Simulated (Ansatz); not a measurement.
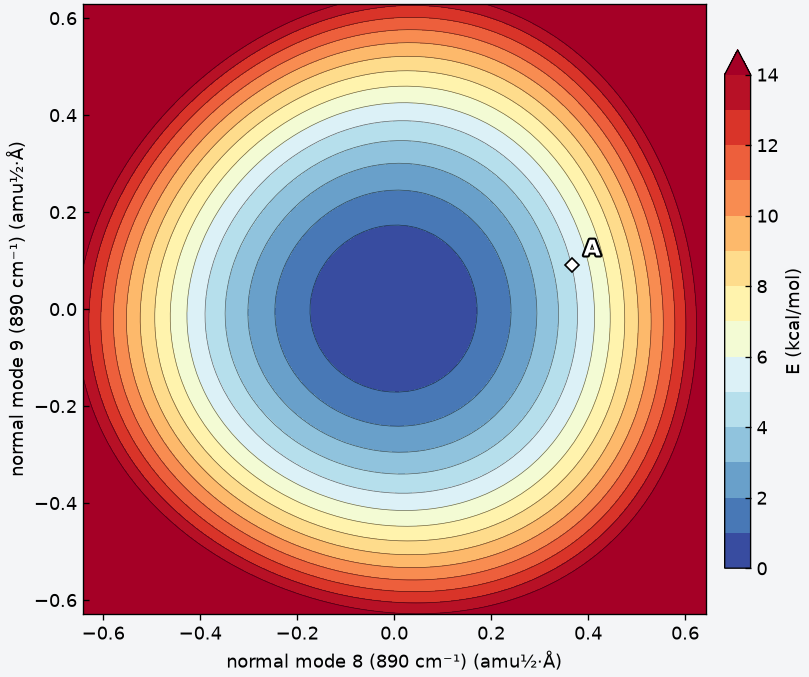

ClH3SiZn, SMILES [SiH3][Zn][Cl]. The first coordinate is: normal mode 8 (890 cm⁻¹); the second: normal mode 9 (890 cm⁻¹). Nothing is relaxed (straight displacements along the two mass-weighted modes). The scan uses a 15 × 15 grid. Points are written as (first, second). All energies are given in kcal/mol relative to the lowest grid point. Level of theory: RKS SPW92 (LDA)/def2-TZVP (Ansatz 0.2.0).

Drawn: filled contours, one colour for all values above the top of the scale, the point A. Between grid points the surface is interpolated.

Which way does the force act at A, and how strong is it?

A, at (0.367 amu½·Å, 0.090 amu½·Å), is not a stationary point. The computed force is 27 kcal/mol for each amu½·Å towards smaller values of normal mode 8 (890 cm⁻¹) and 6.4 kcal/mol for each amu½·Å towards smaller values of normal mode 9 (890 cm⁻¹).
